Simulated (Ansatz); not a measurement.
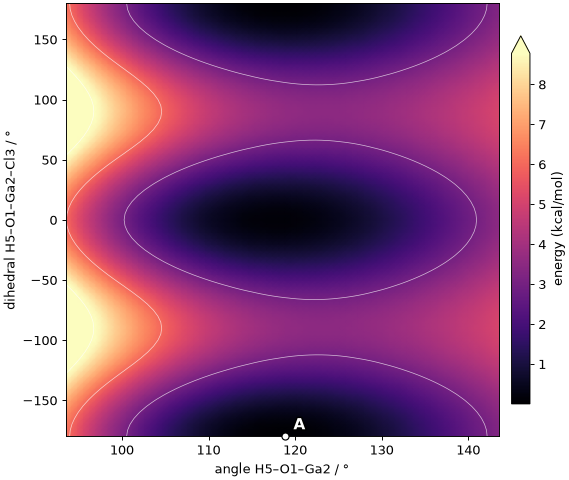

BrClGaHO, SMILES [OH][Ga]([Cl])[Br]. Coordinates scanned: (1) angle H5–O1–Ga2; (2) dihedral H5–O1–Ga2–Cl3. Nothing is relaxed (all other coordinates rigid). The grid has 13 × 12 points; 91 points were computed and 65 follow by symmetry. Points are written as (first, second). Energies: kcal/mol, counted from the lowest grid point. The calculation used RHF/def2-TZVP (Ansatz).

In the figure: a smooth colour map with a few white contour lines, one colour for all values above the top of the scale, the point A. Between grid points the surface is interpolated.

What is the easiest way out of the well at A, and how high is the barrier?

Answer. The easiest path leads from the well at (118.5°, −180°) to the well at (118.5°, 0°), about 0.12 kcal/mol higher (on a rigid scan; wells that are mirror images or exchange like atoms can differ by this much). Its highest point lies about 3.5 kcal/mol above the bottom of the first well on the interpolated surface, at (122.7°, −90°). The start is the relaxed structure and all else is held, so a fully relaxed path at this level can only be lower.

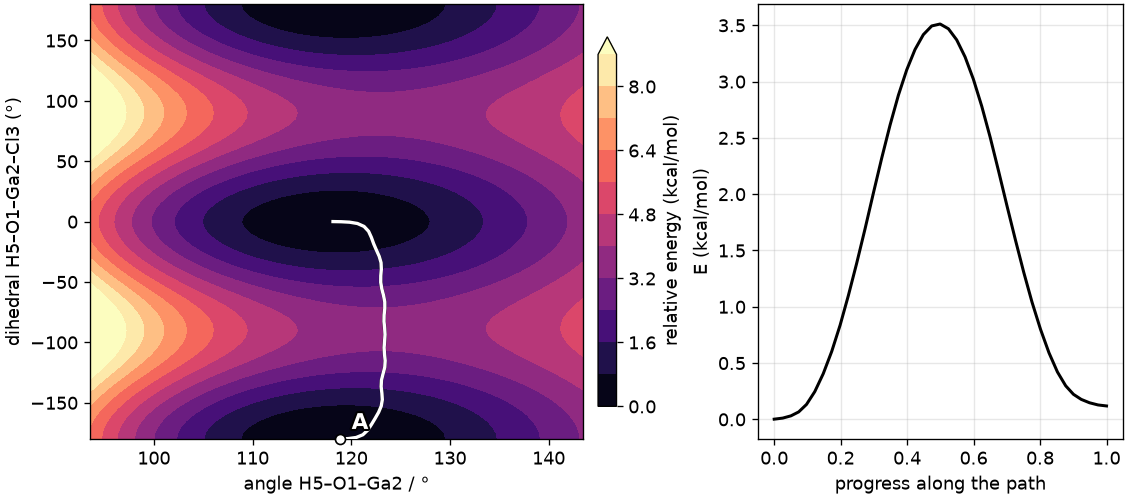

In the figure: filled contours, a line along the lowest path, one colour for all values above the top of the scale, the energy along the path at the right. Between grid points the surface is interpolated.
